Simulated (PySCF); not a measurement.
```yaml
atoms:
  - { symbol: Zr, position_ang: [0.0000, 0.0000, -1.1149] }
  - { symbol: Br, position_ang: [0.0000, 0.0000, 1.2701] }
```

Core potentials replace the inner electrons of Zr.

These are results of PySCF 2.14.0, PBE0/def2-TZVPPD, non-relativistic Hamiltonian with scalar-relativistic core potentials where named, at a bond length of 2.385 Å, not measurements.

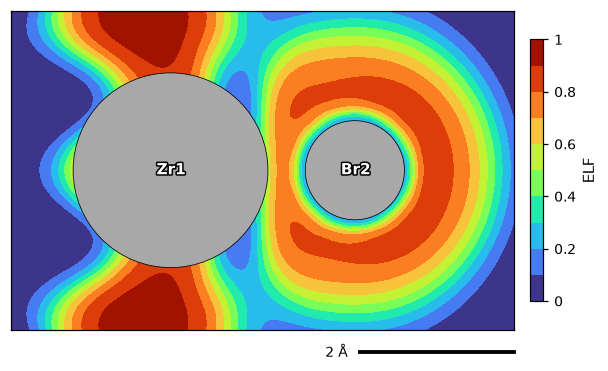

ZrBr (charge +1, triplet). Electron localisation function on a plane that holds the molecular axis. Grey discs cover the atomic cores.

> Describe what can be read from this map.

Atoms in the plane: Zr and Br. Zr–Br (2.38 Å): the ELF peaks at about 0.75 in the valence shell of Br, 0.9 Å from its nucleus, and is about 0.45 at the midpoint.
